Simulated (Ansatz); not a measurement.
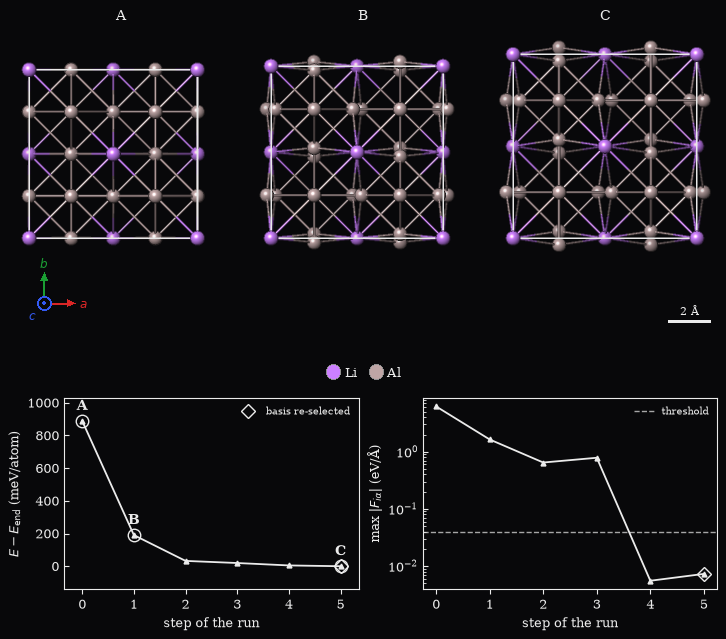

Frames of a relaxation of a crystal of LiAl₇ (a generated structure, set up in F-43m) (coarse preliminary run), marked on the history of the run. The picture is a ball-and-stick view of the conventional cell (4 times the calculation's cell), seen along the c axis. Lengths and directions refer to the drawn axes.

Level of theory: Ansatz, DFT PBE, scalar-relativistic, plane waves, PAW. Settings: plane-wave cutoff 420 eV; k-point mesh 4 × 4 × 4; occupations gaussian; smearing width 0.1 eV; no spin polarisation; cell and atoms relaxed; force threshold 0.04 eV/Å; at most 70 steps.

**What happens along the run?**

The largest moves relative to the cell, 0.32 Å, are those of Al atoms. Li stays in place. Cell: a = b = c 8.197 → 8.944 Å (+9.1 %). Volume +29.9 %. Near-neighbour distances that change, for instance: Al–Al 2.057 → 2.567 Å, Al–Li 2.898 → 3.180 Å, Al–Al 2.887 → 2.694 Å. The space group stays F-43m (No. 216). After 4 accepted moves (5 points after the start) the energy has fallen by 889 meV per atom. Largest force component: 6.2 eV/Å at the start, 0.0073 eV/Å at the end. The pressure goes from 25.10 to 0.24 GPa. The SCF was repeated once at an unchanged geometry on a basis and grid sized afresh for the cell, which shifted the energy by 4.9 meV per atom at most. From step 0 to 1: Al atoms move most (0.20 Å), volume +6.6 %, energy −698 meV per atom. From step 1 to 5: Al atoms move most (0.11 Å), volume +21.9 %, energy −190 meV per atom.
